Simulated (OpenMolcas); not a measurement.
# Tc⁴⁺ among point charges: CASSCF and CASPT2 levels and susceptibility

How does a field of 6 point charges split the states of Tc⁴⁺, and what χT follows?

The numbers are computed with OpenMolcas 26.06 (state-averaged CASSCF and CASPT2, spin-orbit coupling by RASSI with atomic mean-field integrals), except any that are marked as measured or tabulated.

## (1) What is computed

* Species: Tc⁴⁺ (technetium, Z = 43, 39 electrons)
* Basis: ANO-RCC-VTZP [7s6p4d2f1g], 68 functions
* Scalar Hamiltonian: DKH2, point nucleus
* Inactive shells: 1s 2s 2p 3s 3p 3d 4s 4p
* Active space: 3 electrons in 5 orbitals (4d)
* Some configurations of this space: 4d³
* Orbitals: optimised for each spin and parity, averaged over all roots

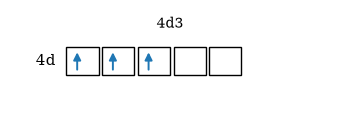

Occupation of the outer shells (arrows by Hund's rule).

The ion sits among 6 point charges of -1.5 e arranged as a trigonal prism (D3h), 2 Å from the ion, with a polar angle of 42.2° against the regular 49.1°.

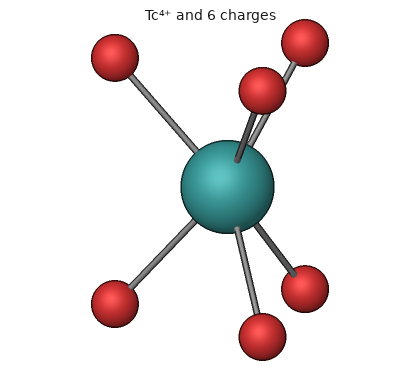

The ion and the point charges (red).

Each step is its own input file, run in one work folder so that later steps find the files of earlier ones. Labels, J, g values, rates, χT and fits are worked out afterwards by a script from the matrices that RASSI stores.

## (2) Basis and integrals

File a.inp:

```
&GATEWAY
Coord
1

Tc 0.0 0.0 0.0
Basis=ANO-RCC-VTZP
Group=NoSym
NoMove
AngMom=0.0 0.0 0.0
AMFI
XField
6 Angstrom 0
1.344113 0.000000 1.480999 -1.500000
-0.672057 1.164036 1.480999 -1.500000
-0.672057 -1.164036 1.480999 -1.500000
1.344113 0.000000 -1.480999 -1.500000
-0.672057 1.164036 -1.480999 -1.500000
-0.672057 -1.164036 -1.480999 -1.500000
&SEWARD
```

Launch:

```
$ OMP_NUM_THREADS=1 MOLCAS_MEM=1689 MOLCAS_PROJECT=a pymolcas a.inp > a.log
```

The log of the run:

```text
Basis set label: TC.ANO-RCC...7S6P4D2F1G.

      Electronic valence basis set:
      ------------------
      Associated Effective Charge  43.000000 au
      Associated Actual Charge     43.000000 au
      Nuclear Model: Point charge

      Shell  nPrim  nBasis  Cartesian Spherical Contaminant
         s      21       7        X
         p      18       6        X
         d      13       4                 X
         f       6       2                 X
         g       4       1                 X
                  Relativistic Douglas-Kroll-Hess integrals:
                    - DKH order of Hamiltonian: 2
                    - DKH order of Properties : 0
                  Atomic mean-field integrals
```

## (3) Reference wave functions, quartets, 10 roots

File a.inp:

```
&RASSCF
FileOrb=start.orb
Symmetry=1
Spin=4
nActEl=3 0 0
Inactive=18
Ras2=5
CIRoot=10 10 1
SDav=10
CIMx=300
Iter=120 100
PrWF=0.3
OrbListing=Nothing
MaxOrb=0
>>> COPY $Project.JobIph JOB001
```

start.orb holds the contracted functions of the basis, ordered by shell, or the orbitals of the step before.

The log of the run (excerpt; [...] marks lines left out):

```text
[...]
      Number of active orbitals                  5
[...]
      Spin quantum number                      1.5
[...]
      Active orbitals                            5
[...]
      Number of CSFs                            10
      Number of root(s) required                10
[...]
      Convergence after  8 iterations
[...]
      Natural orbitals and occupation numbers for root  1
      sym 1:   0.978232   0.021768   1.000000   0.021768   0.978232
      Natural orbitals and occupation numbers for root  2
      sym 1:   1.000000   0.884936   0.884936   0.115064   0.115064
      Natural orbitals and occupation numbers for root  3
      sym 1:   0.884935   0.115065   0.115065   0.884935   1.000000
::    RASSCF root number  1 Total energy:  -4288.74622291
::    RASSCF root number  2 Total energy:  -4288.72417901
::    RASSCF root number  3 Total energy:  -4288.72417899
[...]
::    RASSCF root number  7 Total energy:  -4288.68277546
::    RASSCF root number  8 Total energy:  -4288.65189545
::    RASSCF root number  9 Total energy:  -4288.65189543
::    RASSCF root number 10 Total energy:  -4288.57979828
```

## (4) CASSCF: doublets, 40 roots

File a.inp:

```
&RASSCF
FileOrb=start.orb
Symmetry=1
Spin=2
nActEl=3 0 0
Inactive=18
Ras2=5
CIRoot=40 40 1
SDav=40
CIMx=300
Iter=120 100
PrWF=0.3
OrbListing=Nothing
MaxOrb=0
>>> COPY $Project.JobIph JOB002
```

Launch:

```
$ OMP_NUM_THREADS=1 MOLCAS_MEM=1689 MOLCAS_PROJECT=a pymolcas a.inp > a.log
```

The log of the run (excerpt; [...] marks lines left out):

```text
[...]
      Number of active orbitals                  5
[...]
      Spin quantum number                      0.5
[...]
      Active orbitals                            5
[...]
      Number of CSFs                            40
      Number of root(s) required                40
[...]
      Convergence after  6 iterations
[...]
      Natural orbitals and occupation numbers for root  1
      sym 1:   0.992581   0.014489   0.983550   0.994231   0.015149
      Natural orbitals and occupation numbers for root  2
      sym 1:   0.994126   0.015149   0.983533   0.992703   0.014489
      Natural orbitals and occupation numbers for root  3
      sym 1:   1.440824   0.117802   0.898001   0.425943   0.117431
::    RASSCF root number  1 Total energy:  -4288.67513732
::    RASSCF root number  2 Total energy:  -4288.67513732
::    RASSCF root number  3 Total energy:  -4288.66829577
[...]
::    RASSCF root number 27 Total energy:  -4288.59075129
::    RASSCF root number 28 Total energy:  -4288.58478343
::    RASSCF root number 29 Total energy:  -4288.56062497
::    RASSCF root number 30 Total energy:  -4288.56033030
```

## (5) RASSI: spin-orbit coupling between the states

File a.inp:

```
&RASSI
NrOfJobIphs=2 10 40
1 2 3 4 5 6 7 8 9 10
1 2 3 4 5 6 7 8 9 10 11 12 13 14 15 16 17 18 19 20 21 22 23 24 25 26 27
28 29 30 31 32 33 34 35 36 37 38 39 40
IphNames
JOB001
JOB002
EJob
SpinOrbit
DIPRint=1.0
SOCoupling=1000.0
Subsets=2
Property=9
'ANGMOM' 1 'ANGMOM' 2 'ANGMOM' 3 'MLTPL  1' 1 'MLTPL  1' 2 'MLTPL  1' 3
'AMFI' 1 'AMFI' 2 'AMFI' 3
SOProperty=3
'ANGMOM' 1 'ANGMOM' 2 'ANGMOM' 3
```

The log of the run:

```text
SPIN-FREE ENERGIES:
  (Shifted by EMIN (a.u.) =      -4288.7462229075)

 SF State       Relative EMIN(au)   Rel lowest level(eV)    D:o, cm**(-1)      L_eff

     1             0.0000000000        0.0000000000              0.0000         2.8
     2             0.0220438946        0.5998449298           4838.0756         2.8
     3             0.0220439139        0.5998454565           4838.0799         2.8
     4             0.0533947687        1.4529456740          11718.7972         3.0
     5             0.0534196198        1.4536219078          11724.2514         3.0
     6             0.0634474393        1.7264927761          13925.1033         3.0
     7             0.0634474440        1.7264929046          13925.1044         3.0
    11             0.0710855871        1.9343373659          15601.4830         4.5
    12             0.0710855871        1.9343373659          15601.4830         4.5
    13             0.0779271385        2.1205054646          17103.0300         3.4
    14             0.0779271407        2.1205055258          17103.0305         3.4
    15             0.0883183302        2.4032641958          19383.6330         5.0
    16             0.0883183302        2.4032641958          19383.6330         5.0
    17             0.0890160993        2.4222514591          19536.7756         3.1
    18             0.0908587364        2.4723921690          19941.1877         4.1
    19             0.0910244039        2.4769002127          19977.5475         4.1
     8             0.0943274550        2.5667808109          20702.4834         1.4
     9             0.0943274812        2.5667815249          20702.4892         1.4
    20             0.0984573592        2.6791612294          21608.8926         1.9
    21             0.0984573764        2.6791616970          21608.8964         1.9
    22             0.1017408405        2.7685093090          22329.5335         2.4
    23             0.1075974868        2.9278767721          23614.9187         3.8
    24             0.1075974874        2.9278767881          23614.9189         3.8
    25             0.1328984088        3.6163499342          29167.8293         4.5
    26             0.1328984127        3.6163500395          29167.8301         4.5
    27             0.1334327687        3.6308906083          29285.1077         4.8
    28             0.1335703138        3.6346334001          29315.2954         4.8
    29             0.1407285582        3.8294191539          30886.3484         4.5
    30             0.1407285588        3.8294191702          30886.3486         4.5
    31             0.1436613143        3.9092235118          31530.0140         4.5
    32             0.1436613408        3.9092242318          31530.0198         4.5
    33             0.1477633633        4.0208459518          32430.3097         3.0
    34             0.1477633661        4.0208460289          32430.3103         3.0
    35             0.1480443591        4.0284922374          32491.9811         3.0
    36             0.1554716055        4.2305979066          34122.0733         1.8
    37             0.1554716211        4.2305983330          34122.0767         1.8
    38             0.1614394748        4.3929919048          35431.8692         3.9
    10             0.1664246265        4.5286447932          36525.9836         1.3
    39             0.1855979339        5.0503770672          40734.0381         3.2
    40             0.1858926063        5.0583955094          40798.7112         3.2
Eigenvalues of complex Hamiltonian:
   -----------------------------------
  (Shifted by EMIN (a.u.) =      -4288.7462229075)

 SO State       Relative EMIN(au)   Rel lowest level(eV)    D:o, cm**(-1)     J-value

     1            -0.0030262690        0.0000000000              0.0000         2.6
     2            -0.0030262690        0.0000000000              0.0000         2.6
     3            -0.0012847990        0.0473878141            382.2085         2.7
     4            -0.0012847990        0.0473878141            382.2085         2.7
     5             0.0194819936        0.6124810278           4939.9926         2.9
     6             0.0194819936        0.6124810278           4939.9926         2.9
     7             0.0217711839        0.6747730711           5442.4119         3.6
     8             0.0217711839        0.6747730711           5442.4119         3.6
     9             0.0223376277        0.6901867902           5566.7319         3.2
    10             0.0223376277        0.6901867902           5566.7319         3.2
    11             0.0234544660        0.7205775105           5811.8496         2.7
    12             0.0234544660        0.7205775105           5811.8496         2.7
    13             0.0445270215        1.2939909564          10436.7409         1.4
    14             0.0445270215        1.2939909564          10436.7409         1.4
    15             0.0495196773        1.4298480403          11532.5022         1.7
    16             0.0495196773        1.4298480403          11532.5022         1.7
    17             0.0541057270        1.5546408110          12539.0238         1.7
    18             0.0541057270        1.5546408110          12539.0238         1.7
    19             0.0577095738        1.6527064778          13329.9767         1.8
    20             0.0577095738        1.6527064778          13329.9767         1.8
    21             0.0583880029        1.6711674737          13478.8747         2.8
    22             0.0583880029        1.6711674737          13478.8747         2.8
    23             0.0623771572        1.7797178943          14354.3929         3.2
    24             0.0623771572        1.7797178943          14354.3929         3.2
    25             0.0652989244        1.8592232298          14995.6466         3.3
    26             0.0652989244        1.8592232298          14995.6466         3.3
    27             0.0666350504        1.8955810703          15288.8924         2.8
    28             0.0666350504        1.8955810703          15288.8924         2.8
    29             0.0700319889        1.9880164759          16034.4342         2.4
    30             0.0700319889        1.9880164759          16034.4342         2.4
    31             0.0711742912        2.0191001054          16285.1406         2.1
    32             0.0711742912        2.0191001054          16285.1406         2.1
    33             0.0744413978        2.1080026042          17002.1876         2.7
    34             0.0744413978        2.1080026042          17002.1876         2.7
    35             0.0798336538        2.2547333637          18185.6510         2.8
    36             0.0798336538        2.2547333637          18185.6510         2.8
    37             0.0832571130        2.3478904362          18937.0135         2.4
    38             0.0832571130        2.3478904362          18937.0135         2.4
    39             0.0881012178        2.4797052415          20000.1716         2.4
    40             0.0881012178        2.4797052415          20000.1716         2.4
    41             0.0900710819        2.5333079752          20432.5068         1.9
Weights of the five most important spin-orbit-free states for each spin-orbit state.

 SO State  Total energy (au)           Spin-free states, spin, and weights
 -------------------------------------------------------------------------------------------------------
    1        -0.003026       1 1.5  0.9014    2 1.5  0.0446    3 1.5  0.0446   17 0.5  0.0065   21 0.5  0.0006
    2        -0.003026       1 1.5  0.9014    2 1.5  0.0446    3 1.5  0.0446   17 0.5  0.0065   21 0.5  0.0006
    3        -0.001285       1 1.5  0.9580    2 1.5  0.0191    3 1.5  0.0191   23 0.5  0.0010   24 0.5  0.0010
    4        -0.001285       1 1.5  0.9580    2 1.5  0.0191    3 1.5  0.0191   23 0.5  0.0010   24 0.5  0.0010
    5         0.019482       2 1.5  0.4939    3 1.5  0.4939   22 0.5  0.0023    6 1.5  0.0021    7 1.5  0.0021
    6         0.019482       2 1.5  0.4939    3 1.5  0.4939   22 0.5  0.0023    6 1.5  0.0021    7 1.5  0.0021
    7         0.021771       2 1.5  0.4467    3 1.5  0.4467    1 1.5  0.0885    6 1.5  0.0047    7 1.5  0.0047
    8         0.021771       2 1.5  0.4467    3 1.5  0.4467    1 1.5  0.0885    6 1.5  0.0047    7 1.5  0.0047
    9         0.022338       3 1.5  0.4678    2 1.5  0.4678    1 1.5  0.0386    6 1.5  0.0075    7 1.5  0.0075
   10         0.022338       3 1.5  0.4678    2 1.5  0.4678    1 1.5  0.0386    6 1.5  0.0075    7 1.5  0.0075
   11         0.023454       3 1.5  0.4891    2 1.5  0.4891   13 0.5  0.0057   14 0.5  0.0057    6 1.5  0.0049
   12         0.023454       3 1.5  0.4891    2 1.5  0.4891   13 0.5  0.0057   14 0.5  0.0057    6 1.5  0.0049
```

These steps took 11 s in all on 1 thread of Arm Neoverse V2, shared host.

Spin-free states, with their symmetry labels:

```csv
state,degeneracy,E (cm-1),free-ion L (%)
4A2,1,0,F (90)
4E,2,4838,F (86)
4A1,1,11719,F (100)
4A2,1,11724,F (100)
4E,2,13925,F (100)
2E,2,15601,G (52)
2E,2,17103,G (51)
2E,2,19384,H (100)
2A1,1,19537,G (51)
2A2,1,19941,G (76)
2A1,1,19978,G (76)
4E,2,20702,P (86)
2E,2,21609,D (49)
2A2,1,22330,P (67)
2E,2,23615,G (80)
2E,2,29168,H (67)
2A1,1,29285,H (81)
2A2,1,29315,H (81)
2E,2,30886,H (52)
2E,2,31530,H (72)
2E,2,32430,D (59)
2A1,1,32492,D (54)
2E,2,34122,P (47)
2A2,1,35432,H (60)
```

With spin-orbit coupling:

| E (cm-1) | Degeneracy | Label | 2S+1 | g |
| --- | --- | --- | --- | --- |
| 0.0 | 2 | E1/2 | 4 | 1.98 2.53 2.53 |
| 382.2 | 2 | E3/2 | 4 | 0.00 0.00 5.92 |
| 4940 | 2 | E1/2 | 4 | 2.75 3.00 3.00 |
| 5442 | 2 | E1/2 | 4 | 1.25 4.42 4.42 |
| 5567 | 2 | E3/2 | 4 | 0.00 0.00 4.04 |
| 5812 | 2 | E1/2 | 4 | 0.00 0.00 7.96 |
| 10437 | 2 | E3/2 | 4 | 0.00 0.00 0.10 |
| 11533 | 2 | E1/2 | 4 | 0.02 0.02 4.13 |
| 12539 | 2 | E1/2 | 4 | 0.02 0.02 8.04 |
| 13330 | 2 | E3/2 | 4 | 0.00 0.00 11.59 |
| 13479 | 2 | E1/2 | 4 | 0.00 0.00 1.95 |
| 14354 | 2 | E3/2 | 4 | 0.00 0.00 1.95 |
| 14996 | 2 | E1/2 | 4 | 0.01 0.01 5.86 |
| 15289 | 2 | E1/2 | 4 | 0.02 0.02 9.19 |
| 16034 | 2 | E1/2 | 2 | 0.06 0.06 6.78 |
| 16285 | 2 | E3/2 | 2 | 0.00 0.00 10.09 |
| 17002 | 2 | E1/2 | 2 | 0.06 0.06 5.86 |
| 18186 | 2 | E3/2 | 2 | 0.00 0.00 2.05 |
| 18937 | 2 | E1/2 | 2 | 1.38 1.38 1.85 |
| 20000 | 2 | E3/2 | 2 | 0.00 0.00 8.28 |
| 20433 | 2 | E1/2 | 4 | 0.71 2.29 2.29 |
| 20599 | 2 | E1/2 | 2 | 0.00 0.00 11.98 |
| 20700 | 2 | E1/2 | 4 | 1.88 1.88 2.82 |
| 21120 | 2 | E1/2 | 2 | 1.06 1.06 7.59 |

The table of states holds 24 of 33 computed; the rest, higher up, is left out. Labels of spin-orbit levels are those of the rotation subgroup (D3 for D3h). Principal g values are given for doublets only; a zero marks a field direction without first-order Zeeman splitting.

Powder χT (cm³ K/mol): 0.53 at 2 K, 0.53 at 5 K, 0.54 at 10 K, 0.55 at 20 K, 0.59 at 50 K, 0.66 at 100 K, 0.73 at 150 K, 0.80 at 200 K, 0.86 at 250 K, 0.92 at 300 K.

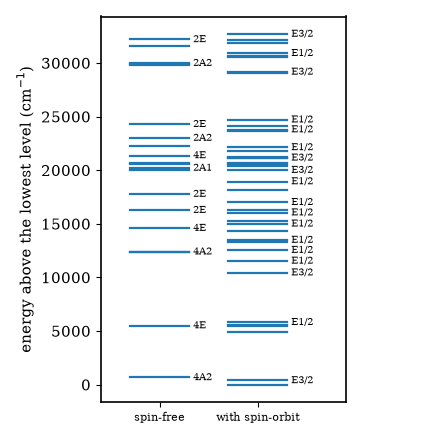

The states in the field without (left) and with (right) spin-orbit coupling.

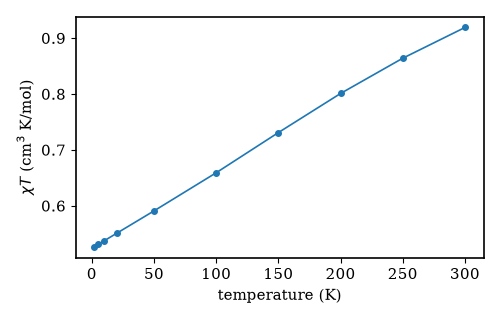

χT against temperature.

## (6) CASPT2: IPEA 0.25, imaginary shift 0.1 (closed shells correlated: 4s 4p)

File a.inp:

```
>>> COPY JOB001 $Project.JobIph
&CASPT2
Multistate=10 1 2 3 4 5 6 7 8 9 10
NoMult
Frozen=14
IPEA=0.25
Imaginary=0.1
MaxIter=60
WThr=0.0 0.3 0.05
PrWF=0.5
NoMix
>>> COPY JOB002 $Project.JobIph
&CASPT2
Multistate=40 1 2 3 4 5 6 7 8 9 10 11 12 13 14 15 16 17 18 19 20 21 22
23 24 25 26 27 28 29 30 31 32 33 34 35 36 37 38 39 40
NoMult
Frozen=14
IPEA=0.25
Imaginary=0.1
MaxIter=60
WThr=0.0 0.3 0.05
PrWF=0.5
NoMix
```

The log of the run (excerpt; [...] marks lines left out):

```text
[...]
      Active orbitals                            5
[...]
      E2 (Variational):          -0.2951208836
      Total energy:           -4289.0413437911
[...]
::    CASPT2 Root  1     Total energy:  -4289.04134379
::    CASPT2 Root  2     Total energy:  -4289.02077277
[...]
::    CASPT2 Root 27     Total energy:  -4288.90562519
::    CASPT2 Root 28     Total energy:  -4288.89408098
::    CASPT2 Root 29     Total energy:  -4288.88037113
::    CASPT2 Root 30     Total energy:  -4288.88014760
```

This run took 12 s in all on 1 thread of Arm Neoverse V2, shared host.

SS-CASPT2: lowest energy less the reference's lowest, -0.2951 hartree; reference weights 0.940 to 0.952.

States without spin-orbit coupling:

| state | degeneracy | E (cm-1) | free-ion L (%) |
| --- | --- | --- | --- |
| 4A2 | 1 | 0 | F (90) |
| 4E | 2 | 4515 | F (86) |
| 4A1 | 1 | 11232 | F (100) |
| 4A2 | 1 | 11237 | F (100) |
| 2E | 2 | 13373 | G (52) |
| 2E | 2 | 14121 | G (51) |
| 4E | 2 | 14165 | F (100) |
| 2A1 | 1 | 16318 | G (51) |
| 2E | 2 | 17099 | H (100) |
| 2A2 | 1 | 17215 | G (76) |
| 2A1 | 1 | 17238 | G (76) |
| 4E | 2 | 18018 | P (86) |
| 2E | 2 | 18252 | D (49) |
| 2A2 | 1 | 18353 | P (67) |
| 2E | 2 | 20887 | G (80) |
| 2E | 2 | 26211 | H (67) |
| 2A1 | 1 | 26602 | H (81) |
| 2A2 | 1 | 26622 | H (81) |
| 2E | 2 | 28368 | H (72) |
| 2E | 2 | 28649 | H (52) |
| 2E | 2 | 29331 | D (59) |
| 2A1 | 1 | 29459 | D (54) |
| 2E | 2 | 29787 | P (47) |
| 2A2 | 1 | 32320 | H (60) |

With spin-orbit coupling:

```tsv
E (cm-1)	Degeneracy	Label	2S+1	g
0	2	E1/2	4	1.97 2.44 2.44
420	2	E3/2	4	0.00 0.00 5.91
4660	2	E1/2	4	2.64 3.04 3.04
5190	2	E1/2	4	1.36 4.56 4.56
5290	2	E3/2	4	0.00 0.00 4.05
5520	2	E1/2	4	0.00 0.00 7.94
9990	2	E3/2	4	0.00 0.00 0.10
11130	2	E1/2	4	0.02 0.02 4.10
12020	2	E1/2	4	0.02 0.02 7.80
12350	2	E3/2	4	0.00 0.00 10.95
13680	2	E1/2	4	0.07 0.07 1.87
13730	2	E1/2	2	0.08 0.08 6.64
14120	2	E1/2	2	0.09 0.09 5.92
14450	2	E3/2	4	0.00 0.00 2.00
14650	2	E3/2	2	0.00 0.00 10.69
15130	2	E1/2	4	0.02 0.02 5.78
15420	2	E3/2	2	0.00 0.00 2.03
15440	2	E1/2	4	0.03 0.03 9.30
15780	2	E1/2	2	1.29 1.29 1.73
17580	2	E1/2	4	0.67 2.21 2.21
17800	2	E3/2	2	0.00 0.00 8.31
17840	2	E1/2	4	1.95 1.95 2.65
18380	2	E1/2	2	0.00 0.00 11.98
18480	2	E3/2	4	0.00 0.00 3.93
```

Powder χT (cm³ K/mol): 0.50 at 2 K, 0.50 at 5 K, 0.51 at 10 K, 0.52 at 20 K, 0.55 at 50 K, 0.61 at 100 K, 0.68 at 150 K, 0.74 at 200 K, 0.80 at 250 K, 0.86 at 300 K.

## (7) The methods side by side

A. CASSCF
B. SS-CASPT2, IPEA 0.25, imaginary shift 0.1 (closed shells correlated: 4s 4p)

| method | ground state | first state of that spin (cm-1) | first gap with spin-orbit (cm-1) | χT at 300 K |
| --- | --- | --- | --- | --- |
| A | 4A2 | 4E 4838 | 382.2 | 0.92 |
| B | 4A2 | 4E 4515 | 421.9 | 0.86 |

## (8) What came out

```
                                            quantity                                                                        value
                                              method  SS-CASPT2, IPEA 0.25, imaginary shift 0.1 (closed shells correlated: 4s 4p)
                              spin-free ground state                                              4A2, 1-fold in its orbital part
first state of the same spin within the active space                                                              4E at 4510 cm⁻¹
                                        lowest level                                            2-fold E1/2, g = 1.97, 2.44, 2.44
                                          next level                                                                   421.9 cm⁻¹
                                         χT at 300 K                                                               0.86 cm³ K/mol
                           effective moment at 300 K                                                                      2.62 μB
```

Cost by method:

| method | time of its own steps | time with the reference |
| --- | --- | --- |
| A. CASSCF | 11 s | 11 s |
| B. SS-CASPT2, IPEA 0.25, imaginary shift 0.1, +4s 4p | 12 s | 23 s |

Times are of one thread on a shared host.

What this shows: The spin-free ground state (4A2) comes to 90 % from free-ion F terms and keeps the highest spin of the shell. χT at 300 K is 0.86, against 1.88 cm³ K/mol for the spin alone, so spin-orbit coupling lowers it. CASPT2 does not keep the components of a term degenerate, and the means are used. The field of point charges can differ much from that of real complexes. This is an electrostatic model: the charges have no orbitals.
